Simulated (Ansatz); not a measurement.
# The cluster Zn8H22O8: one molecule under many settings

Aim: run the cluster Zn8H22O8 under a spread of inputs, and see what each costs and gives.

Computed with Ansatz 0.2.0, Gaussian basis. Level: the settings change from run to run.

### 1 The molecule

The geometry comes from an earlier relaxation with PBE-D4/def2-SVP; it is a stationary point, not always the lowest conformer.

38 atoms, charge 0, spin multiplicity 1.

Atoms are counted from 1 here; the program's logs count them from 0.

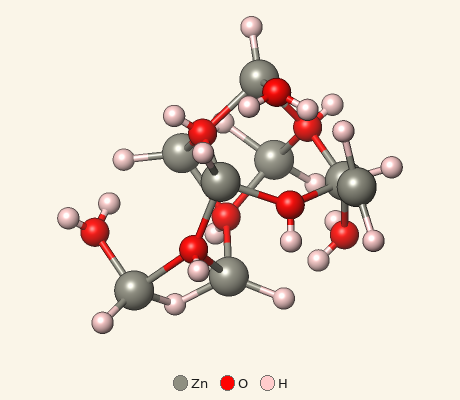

The structure; zinc grey, oxygen red, hydrogen pink.

Geometry (Å):

```xyz
38
charge 0, multiplicity 1
Zn    1.2867   -3.0682   -2.2689
O     0.1716   -3.2663    0.9390
O     0.3492   -1.1452   -1.3635
Zn   -1.3550   -1.1871   -0.2958
Zn    0.7720   -1.8117    2.2370
O    -0.7982   -0.5517    1.6340
O    -1.9982    0.4929   -1.2548
Zn   -3.0828    2.3664   -1.1128
Zn   -0.4555    1.3632    2.2129
O    -3.3352    2.4832    0.9353
Zn    2.3091   -1.0465   -0.8870
O     2.1766   -0.7360    1.1152
O     2.7632    0.8610   -1.4541
Zn   -0.4756    1.8918   -1.4912
Zn    2.0693    1.3207    1.4666
O     0.3407    2.0050    0.3919
H     1.2449   -2.7244   -3.7991
H     0.9911   -4.1482   -1.1075
H    -0.7882   -3.2178    0.6896
H     0.6120   -3.5887    0.0558
H     0.1996   -0.6233   -2.1785
H    -2.2677   -2.4653   -0.0331
H     1.1254   -2.0337    3.7397
H    -1.5729   -0.8596    2.1460
H    -2.3529    0.1731   -2.1086
H    -4.4294    2.3746   -1.9079
H    -1.5735    3.2030   -1.2958
H    -1.7193    2.1463    2.7803
H    -4.1526    2.0876    1.2884
H    -2.6245    2.3263    1.6383
H     3.0147   -2.3521   -1.4679
H     3.0317   -0.9991    1.5122
H     1.9412    1.2998   -1.8387
H     3.0498    1.4261   -0.6814
H     0.6361    1.6346   -2.6072
H     1.1410    1.3502    2.8989
H     3.3693    2.0241    0.8820
H     0.4215    2.9758    0.4903
```

### 2 SPW92/def2-SVPD

This run has density fitting with def2-universal-jkfit.

in.yaml reads:

```yaml
crystal:
  periodic: [false, false, false]
  atoms:
    - {symbol: Zn, position_ang: [1.286691, -3.068224, -2.268861]}
    - {symbol: O, position_ang: [0.171642, -3.266269, 0.939022]}
    - {symbol: O, position_ang: [0.349209, -1.145174, -1.363525]}
    - {symbol: Zn, position_ang: [-1.354961, -1.187139, -0.295839]}
    - {symbol: Zn, position_ang: [0.771952, -1.811718, 2.236999]}
    - {symbol: O, position_ang: [-0.798160, -0.551683, 1.634003]}
    - {symbol: O, position_ang: [-1.998235, 0.492934, -1.254834]}
    - {symbol: Zn, position_ang: [-3.082792, 2.366434, -1.112758]}
    - {symbol: Zn, position_ang: [-0.455532, 1.363182, 2.212882]}
    - {symbol: O, position_ang: [-3.335232, 2.483178, 0.935305]}
    - {symbol: Zn, position_ang: [2.309108, -1.046504, -0.887009]}
    - {symbol: O, position_ang: [2.176603, -0.735984, 1.115236]}
    - {symbol: O, position_ang: [2.763152, 0.861031, -1.454061]}
    - {symbol: Zn, position_ang: [-0.475599, 1.891758, -1.491183]}
    - {symbol: Zn, position_ang: [2.069310, 1.320739, 1.466562]}
    - {symbol: O, position_ang: [0.340710, 2.004980, 0.391892]}
    - {symbol: H, position_ang: [1.244896, -2.724421, -3.799141]}
    - {symbol: H, position_ang: [0.991085, -4.148155, -1.107539]}
    - {symbol: H, position_ang: [-0.788185, -3.217772, 0.689612]}
    - {symbol: H, position_ang: [0.611987, -3.588736, 0.055771]}
    - {symbol: H, position_ang: [0.199563, -0.623339, -2.178470]}
    - {symbol: H, position_ang: [-2.267655, -2.465255, -0.033126]}
    - {symbol: H, position_ang: [1.125375, -2.033727, 3.739750]}
    - {symbol: H, position_ang: [-1.572903, -0.859572, 2.145956]}
    - {symbol: H, position_ang: [-2.352862, 0.173149, -2.108650]}
    - {symbol: H, position_ang: [-4.429380, 2.374627, -1.907940]}
    - {symbol: H, position_ang: [-1.573506, 3.202953, -1.295789]}
    - {symbol: H, position_ang: [-1.719283, 2.146302, 2.780313]}
    - {symbol: H, position_ang: [-4.152647, 2.087563, 1.288442]}
    - {symbol: H, position_ang: [-2.624487, 2.326314, 1.638258]}
    - {symbol: H, position_ang: [3.014650, -2.352129, -1.467931]}
    - {symbol: H, position_ang: [3.031659, -0.999124, 1.512174]}
    - {symbol: H, position_ang: [1.941195, 1.299775, -1.838732]}
    - {symbol: H, position_ang: [3.049845, 1.426084, -0.681374]}
    - {symbol: H, position_ang: [0.636084, 1.634642, -2.607245]}
    - {symbol: H, position_ang: [1.141040, 1.350214, 2.898935]}
    - {symbol: H, position_ang: [3.369256, 2.024072, 0.881990]}
    - {symbol: H, position_ang: [0.421507, 2.975796, 0.490304]}
basis:
  gaussian: {orbitals: def2-SVPD, fitting: {mean_field: def2-universal-jkfit}}
hamiltonian: {xc: {name: SPW92}}
output: {forces: true}
```

On the command line:

```bash
$ ansatz run in.yaml --threads 2 --pin off --events-out ev --progress --plain --max-ram 32768MiB --backend cuda --devices 0, --max-vram 18GiB
```

Output (excerpt; [...] marks lines left out):

```text
Functional definition: SPW92
  name "SPW92"
  cite "Dirac, Proc. Camb. Phil. Soc. 26, 376 (1930) doi:10.1017/S0305004100016108"
  cite "Slater, Phys. Rev. 81, 385 (1951) doi:10.1103/PhysRev.81.385"
  cite "Perdew & Wang, Phys. Rev. B 45, 13244 (1992) doi:10.1103/PhysRevB.45.13244"
[...]
3124 factors; integrals over basis functions are off by at most 3.3e-1 eV
[...]
mean field -403287.20749204 eV, -14820.5315174451 hartree, gradient 8.0e-5 eV, S^2 0.000000; 0 other end points of the search recorded, 0 dependent functions left out
[...]
reference -403287.20759673 eV, -14820.5315212927 hartree; 163, 163 occupied and 469, 469 virtual orbitals, 3124 factors
Total energy: -403287.20759673 eV, -14820.5315212927 hartree
Atom 0 at     1.286691    -3.068224    -2.268861 Å, force    -0.006563     0.124379     0.145199 eV/Å
Atom 1 at     0.171642    -3.266269     0.939022 Å, force     0.126911     0.234508     0.124191 eV/Å
Atom 2 at     0.349209    -1.145174    -1.363525 Å, force     0.082541    -0.190148     0.304489 eV/Å
Atom 3 at    -1.354961    -1.187139    -0.295839 Å, force     0.202336     0.244761    -0.061233 eV/Å
Atom 4 at     0.771952    -1.811718     2.236999 Å, force    -0.095201     0.161300    -0.336756 eV/Å
Atom 5 at    -0.798160    -0.551683     1.634003 Å, force     0.244428     0.077970    -0.135632 eV/Å
Atom 6 at    -1.998235     0.492934    -1.254834 Å, force     0.253385     0.127497     0.186110 eV/Å
[...]
Atom 22 at     1.125375    -2.033727     3.739750 Å, force    -0.053920     0.035930    -0.261811 eV/Å
Atom 23 at    -1.572903    -0.859572     2.145956 Å, force    -0.023133     0.004764     0.001564 eV/Å
Atom 24 at    -2.352862     0.173149    -2.108650 Å, force    -0.036389     0.007385     0.020971 eV/Å
Atom 25 at    -4.429380     2.374627    -1.907940 Å, force     0.247042    -0.001647     0.157693 eV/Å
Atom 26 at    -1.573506     3.202953    -1.295789 Å, force    -0.047390    -0.267425     0.004380 eV/Å
Atom 27 at    -1.719283     2.146302     2.780313 Å, force     0.156052    -0.135285    -0.136075 eV/Å
Atom 28 at    -4.152647     2.087563     1.288442 Å, force    -0.120729     0.044402    -0.074795 eV/Å
Atom 29 at    -2.624487     2.326314     1.638258 Å, force     0.224508     0.012225     0.064819 eV/Å
Atom 30 at     3.014650    -2.352129    -1.467931 Å, force    -0.206934     0.126813    -0.006088 eV/Å
Atom 31 at     3.031659    -0.999124     1.512174 Å, force     0.003602     0.001127     0.005991 eV/Å
Atom 32 at     1.941195     1.299775    -1.838732 Å, force    -0.134028    -0.045466    -0.128784 eV/Å
Atom 33 at     3.049845     1.426084    -0.681374 Å, force     0.058029     0.005926     0.175220 eV/Å
Atom 34 at     0.636084     1.634642    -2.607245 Å, force    -0.125136     0.014375     0.215423 eV/Å
Atom 35 at     1.141040     1.350214     2.898935 Å, force    -0.072117    -0.018019    -0.221127 eV/Å
Atom 36 at     3.369256     2.024072     0.881990 Å, force    -0.217414    -0.138176     0.054807 eV/Å
Atom 37 at     0.421507     2.975796     0.490304 Å, force    -0.010291     0.013619    -0.005211 eV/Å
Dipole moment:    -0.267675     0.658122     0.671773 e Å
```

It took 8 s on 1 × H100 (card shared with other runs) with 2 threads of AMD EPYC 7R13, shared host; peak host memory 1.1 GiB.

Largest force 0.385 eV/Å, dipole 4.70 D.

### 3 BHLYP/6-31G*

This run has density fitting with def2-universal-jkfit, D3(BJ) dispersion.

Edit in.yaml of step 2 so:

```diff
@@ -42,4 +42,3 @@
 basis:
-  gaussian: {orbitals: def2-SVPD, fitting: {mean_field: def2-universal-jkfit}}
-hamiltonian: {xc: {name: SPW92}}
-output: {forces: true}
+  gaussian: {orbitals: "6-31G*", fitting: {mean_field: def2-universal-jkfit}}
+hamiltonian: {xc: {name: BHLYP}, dispersion: d3bj}
```

The command is unchanged.

Output:

```text
Functional definition: BHLYP
  name "BHLYP"
  cite "Becke, J. Chem. Phys. 98, 1372 (1993) doi:10.1063/1.464304"
  cite "Becke, Phys. Rev. A 38, 3098 (1988) doi:10.1103/PhysRevA.38.3098"
  cite "Lee, Yang & Parr, Phys. Rev. B 37, 785 (1988) doi:10.1103/PhysRevB.37.785"
  parameter a = 0.5
  exchange = (1 - a)*b88_x + a*exact_x
  correlation = lyp_c
3124 factors; integrals over basis functions are off by at most 2.7e-1 eV
mean field evaluation 1: about -403989.7344 eV, gradient 1.2e2 eV
mean field evaluation 2: about -403973.7987 eV, gradient 1.6e2 eV
mean field evaluation 4: about -404013.1426 eV, gradient 6.5e0 eV
mean field evaluation 8: about -404013.2095 eV, gradient 1.9e-1 eV
mean field evaluation 16: about -404013.2095 eV, gradient 7.4e-5 eV
mean field -404013.20954729 eV, -14847.2116008740 hartree, gradient 7.4e-5 eV, S^2 0.000000; 0 other end points of the search recorded, 0 dependent functions left out
reference -404013.20991357 eV, -14847.2116143344 hartree; 163, 163 occupied and 289, 289 virtual orbitals, 3124 factors
Total energy: -404015.68340296 eV, -14847.3025133929 hartree
```

Wall time 13 s (1 × H100 (card shared with other runs) with 2 threads of AMD EPYC 7R13, shared host); peak host memory 0.91 GiB.

### 4 r2SCAN/def2-SVPD

Options: atoms shaken by 0.03 Å, density fitting with def2-universal-jkfit, D3(BJ) dispersion.

in.yaml reads:

```yaml
crystal:
  periodic: [false, false, false]
  atoms:
    - {symbol: Zn, position_ang: [1.286838, -3.033853, -2.269019]}
    - {symbol: O, position_ang: [0.117851, -3.260714, 0.934487]}
    - {symbol: O, position_ang: [0.337683, -1.180695, -1.276498]}
    - {symbol: Zn, position_ang: [-1.332869, -1.200461, -0.324863]}
    - {symbol: Zn, position_ang: [0.753216, -1.859690, 2.240332]}
    - {symbol: O, position_ang: [-0.784686, -0.553808, 1.651598]}
    - {symbol: O, position_ang: [-2.015493, 0.466822, -1.266039]}
    - {symbol: Zn, position_ang: [-3.094396, 2.355924, -1.172250]}
    - {symbol: Zn, position_ang: [-0.521283, 1.335241, 2.215604]}
    - {symbol: O, position_ang: [-3.310992, 2.506602, 0.993676]}
    - {symbol: Zn, position_ang: [2.291383, -0.987449, -0.855168]}
    - {symbol: O, position_ang: [2.177804, -0.798673, 1.115237]}
    - {symbol: O, position_ang: [2.825077, 0.875219, -1.427567]}
    - {symbol: Zn, position_ang: [-0.445354, 1.844023, -1.479285]}
    - {symbol: Zn, position_ang: [2.058786, 1.354657, 1.507570]}
    - {symbol: O, position_ang: [0.327418, 1.991046, 0.441401]}
    - {symbol: H, position_ang: [1.252375, -2.801478, -3.809596]}
    - {symbol: H, position_ang: [1.015622, -4.176028, -1.066055]}
    - {symbol: H, position_ang: [-0.786123, -3.162283, 0.690366]}
    - {symbol: H, position_ang: [0.624293, -3.575598, 0.056171]}
    - {symbol: H, position_ang: [0.179725, -0.633068, -2.203937]}
    - {symbol: H, position_ang: [-2.195408, -2.463490, -0.028567]}
    - {symbol: H, position_ang: [1.180989, -2.043464, 3.784104]}
    - {symbol: H, position_ang: [-1.542138, -0.827495, 2.127938]}
    - {symbol: H, position_ang: [-2.406974, 0.165543, -2.113952]}
    - {symbol: H, position_ang: [-4.386514, 2.391471, -1.879329]}
    - {symbol: H, position_ang: [-1.566519, 3.211343, -1.323389]}
    - {symbol: H, position_ang: [-1.754986, 2.160683, 2.767568]}
    - {symbol: H, position_ang: [-4.150570, 2.082763, 1.298790]}
    - {symbol: H, position_ang: [-2.576977, 2.308225, 1.631951]}
    - {symbol: H, position_ang: [3.054000, -2.374032, -1.401083]}
    - {symbol: H, position_ang: [3.060685, -0.983177, 1.532568]}
    - {symbol: H, position_ang: [1.991643, 1.319949, -1.895843]}
    - {symbol: H, position_ang: [3.079406, 1.406377, -0.648686]}
    - {symbol: H, position_ang: [0.631485, 1.639872, -2.560436]}
    - {symbol: H, position_ang: [1.182868, 1.380378, 2.924903]}
    - {symbol: H, position_ang: [3.360357, 2.046041, 0.916751]}
    - {symbol: H, position_ang: [0.428397, 2.968206, 0.481608]}
basis:
  gaussian: {orbitals: def2-SVPD, fitting: {mean_field: def2-universal-jkfit}}
hamiltonian: {xc: {name: r2SCAN}, dispersion: d3bj}
output: {forces: true}
```

The command is unchanged.

Output (excerpt; [...] marks lines left out):

```text
Warning: the engine holds no damping parameters fitted to this dispersion correction and functional, so the run takes those fitted to r2scan beside the three-body term, which d3bj leaves out (hamiltonian.dispersion, under Limitations)
Functional definition: r2SCAN
  name "r2SCAN"
  cite "Furness, Kaplan, Ning, Perdew & Sun, J. Phys. Chem. Lett. 11, 8208 (2020) doi:10.1021/acs.jpclett.0c02405"
  cite "Furness, Kaplan, Ning, Perdew & Sun, J. Phys. Chem. Lett. 11, 9248 (2020) doi:10.1021/acs.jpclett.0c03077"
  parent r2scan
[...]
3124 factors; integrals over basis functions are off by at most 3.4e-1 eV
[...]
mean field -404026.96590456 eV, -14847.7171376789 hartree, gradient 2.6e-5 eV, S^2 0.000000; 0 other end points of the search recorded, 0 dependent functions left out
[...]
reference -404026.96594446 eV, -14847.7171391454 hartree; 163, 163 occupied and 469, 469 virtual orbitals, 3124 factors
Total energy: -404027.54094476 eV, -14847.7382700165 hartree
[...]
Atom 27 at    -1.754986     2.160683     2.767568 Å, force     0.306344    -0.188459     0.089803 eV/Å
Atom 28 at    -4.150570     2.082763     1.298790 Å, force     1.124683     0.480000    -0.131389 eV/Å
Atom 29 at    -2.576977     2.308225     1.631951 Å, force    -0.120337    -0.075754     0.436785 eV/Å
Atom 30 at     3.054000    -2.374032    -1.401083 Å, force    -0.574374     0.637241     0.000956 eV/Å
Atom 31 at     3.060685    -0.983177     1.532568 Å, force    -1.083430     0.102497    -0.497982 eV/Å
Atom 32 at     1.991643     1.319949    -1.895843 Å, force     1.434712    -0.644101     0.948390 eV/Å
Atom 33 at     3.079406     1.406377    -0.648686 Å, force     0.030242     0.465418     0.319588 eV/Å
Atom 34 at     0.631485     1.639872    -2.560436 Å, force     0.436223    -0.131821    -0.297636 eV/Å
Atom 35 at     1.182868     1.380378     2.924903 Å, force    -0.418656    -0.071942    -0.162133 eV/Å
Atom 36 at     3.360357     2.046041     0.916751 Å, force    -0.162197    -0.160526     0.043760 eV/Å
Atom 37 at     0.428397     2.968206     0.481608 Å, force    -0.125113    -0.657212     0.055637 eV/Å
Dipole moment:    -0.351915     0.798918     0.409203 e Å
```

It took 19 s on 1 × H100 (card shared with other runs) with 2 threads of AMD EPYC 7R13, shared host; peak host memory 1.1 GiB.

Largest force 4.417 eV/Å, dipole 4.63 D.

### 5 B3LYP5/def2-SVP

Options: multiplicity 3, density fitting with def2-universal-jkfit, finite nuclei.

in.yaml reads:

```yaml
crystal:
  periodic: [false, false, false]
  atoms:
    - {symbol: Zn, position_ang: [1.286691, -3.068224, -2.268861]}
    - {symbol: O, position_ang: [0.171642, -3.266269, 0.939022]}
    - {symbol: O, position_ang: [0.349209, -1.145174, -1.363525]}
    - {symbol: Zn, position_ang: [-1.354961, -1.187139, -0.295839]}
    - {symbol: Zn, position_ang: [0.771952, -1.811718, 2.236999]}
    - {symbol: O, position_ang: [-0.798160, -0.551683, 1.634003]}
    - {symbol: O, position_ang: [-1.998235, 0.492934, -1.254834]}
    - {symbol: Zn, position_ang: [-3.082792, 2.366434, -1.112758]}
    - {symbol: Zn, position_ang: [-0.455532, 1.363182, 2.212882]}
    - {symbol: O, position_ang: [-3.335232, 2.483178, 0.935305]}
    - {symbol: Zn, position_ang: [2.309108, -1.046504, -0.887009]}
    - {symbol: O, position_ang: [2.176603, -0.735984, 1.115236]}
    - {symbol: O, position_ang: [2.763152, 0.861031, -1.454061]}
    - {symbol: Zn, position_ang: [-0.475599, 1.891758, -1.491183]}
    - {symbol: Zn, position_ang: [2.069310, 1.320739, 1.466562]}
    - {symbol: O, position_ang: [0.340710, 2.004980, 0.391892]}
    - {symbol: H, position_ang: [1.244896, -2.724421, -3.799141]}
    - {symbol: H, position_ang: [0.991085, -4.148155, -1.107539]}
    - {symbol: H, position_ang: [-0.788185, -3.217772, 0.689612]}
    - {symbol: H, position_ang: [0.611987, -3.588736, 0.055771]}
    - {symbol: H, position_ang: [0.199563, -0.623339, -2.178470]}
    - {symbol: H, position_ang: [-2.267655, -2.465255, -0.033126]}
    - {symbol: H, position_ang: [1.125375, -2.033727, 3.739750]}
    - {symbol: H, position_ang: [-1.572903, -0.859572, 2.145956]}
    - {symbol: H, position_ang: [-2.352862, 0.173149, -2.108650]}
    - {symbol: H, position_ang: [-4.429380, 2.374627, -1.907940]}
    - {symbol: H, position_ang: [-1.573506, 3.202953, -1.295789]}
    - {symbol: H, position_ang: [-1.719283, 2.146302, 2.780313]}
    - {symbol: H, position_ang: [-4.152647, 2.087563, 1.288442]}
    - {symbol: H, position_ang: [-2.624487, 2.326314, 1.638258]}
    - {symbol: H, position_ang: [3.014650, -2.352129, -1.467931]}
    - {symbol: H, position_ang: [3.031659, -0.999124, 1.512174]}
    - {symbol: H, position_ang: [1.941195, 1.299775, -1.838732]}
    - {symbol: H, position_ang: [3.049845, 1.426084, -0.681374]}
    - {symbol: H, position_ang: [0.636084, 1.634642, -2.607245]}
    - {symbol: H, position_ang: [1.141040, 1.350214, 2.898935]}
    - {symbol: H, position_ang: [3.369256, 2.024072, 0.881990]}
    - {symbol: H, position_ang: [0.421507, 2.975796, 0.490304]}
basis:
  gaussian: {orbitals: def2-SVP, fitting: {mean_field: def2-universal-jkfit}, nuclear_model: gaussian}
magnetization: {spin_polarized: true, initial_magnetization: 2}
hamiltonian: {xc: {name: B3LYP5}}
scf: {omitted_lower_state_checks: [starts]}
output: {forces: true}
```

Launched as before.

Output (excerpt; [...] marks lines left out):

```text
Functional definition: B3LYP5
  name "B3LYP5"
  cite "Stephens, Devlin, Chabalowski & Frisch, J. Phys. Chem. 98, 11623 (1994) doi:10.1021/j100096a001"
  cite "Becke, Phys. Rev. A 38, 3098 (1988) doi:10.1103/PhysRevA.38.3098"
  cite "Lee, Yang & Parr, Phys. Rev. B 37, 785 (1988) doi:10.1103/PhysRevB.37.785"
  cite "Vosko, Wilk & Nusair, Can. J. Phys. 58, 1200 (1980) doi:10.1139/p80-159"
[...]
3124 factors; integrals over basis functions are off by at most 3.3e-1 eV
[...]
mean field -404001.66478432 eV, -14846.7873386600 hartree, gradient 3.4e-6 eV, S^2 2.006321; 0 other end points of the search recorded, 0 dependent functions left out
[...]
reference -404001.66531189 eV, -14846.7873580478 hartree; 164, 162 occupied and 306, 308 virtual orbitals, 3124 factors
Total energy: -404001.66531189 eV, -14846.7873580478 hartree
[...]
Atom 29 at    -2.624487     2.326314     1.638258 Å, force    -0.325199     0.073908    -0.308527 eV/Å
Atom 30 at     3.014650    -2.352129    -1.467931 Å, force    -0.000630    -0.484037    -0.546900 eV/Å
Atom 31 at     3.031659    -0.999124     1.512174 Å, force     0.178751    -0.003609     0.027862 eV/Å
Atom 32 at     1.941195     1.299775    -1.838732 Å, force     0.429981    -0.221029     0.102392 eV/Å
Atom 33 at     3.049845     1.426084    -0.681374 Å, force    -0.071147    -0.267661    -0.411041 eV/Å
Atom 34 at     0.636084     1.634642    -2.607245 Å, force     0.004996     0.165578    -0.057445 eV/Å
Atom 35 at     1.141040     1.350214     2.898935 Å, force     0.013174     0.110944     0.076893 eV/Å
Atom 36 at     3.369256     2.024072     0.881990 Å, force     0.048627     0.084920     0.045704 eV/Å
Atom 37 at     0.421507     2.975796     0.490304 Å, force     0.000637    -0.287628    -0.032962 eV/Å
Dipole moment:    -0.239597     0.172445     0.383573 e Å
Checks for a lower state left out: starts
```

Wall time 47 s (1 × H100 (card shared with other runs) with 2 threads of AMD EPYC 7R13, shared host); peak host memory 2.6 GiB.

Largest force 1.345 eV/Å, dipole 2.32 D, ⟨S²⟩ 2.006.

### 6 All runs side by side

| level | charge | multiplicity | geometry | functions | energy (eV) | time |
| --- | --- | --- | --- | --- | --- | --- |
| SPW92/def2-SVPD | 0 | 1 | relaxed | 632 | -403287.208 | 8 s |
| BHLYP/6-31G* | 0 | 1 | relaxed | 452 | -404015.683 | 13 s |
| r2SCAN/def2-SVPD | 0 | 1 | shaken | 632 | -404027.541 | 19 s |
| B3LYP5/def2-SVP | 0 | 3 | relaxed | 470 | -404001.665 | 47 s |

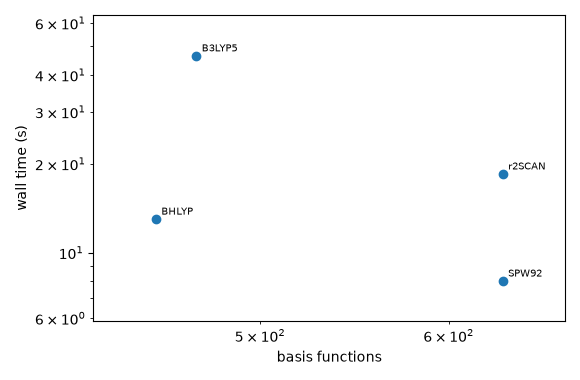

Wall time against the number of basis functions (shared host).

### 7 Results

| quantity | value |
| --- | --- |
| runs | 4 |
| quickest | SPW92/def2-SVPD, 8 s |
| slowest | B3LYP5/def2-SVP, 47 s |
| spread of total energies, same state and geometry | 728.5 eV |

What this shows: Run time spans a factor of 6, from SPW92/def2-SVPD to B3LYP5/def2-SVP. The jobs differ in tasks and options as well as level. Total energies at one charge and spin differ by 728 eV between levels, so only differences within one level mean anything. At the PBE-D4/def2-SVP geometry and in the same state, runs without warnings or point charges leave forces up to 0.39 eV/Å (SPW92/def2-SVPD), against 4.4 eV/Å where the atoms were moved.
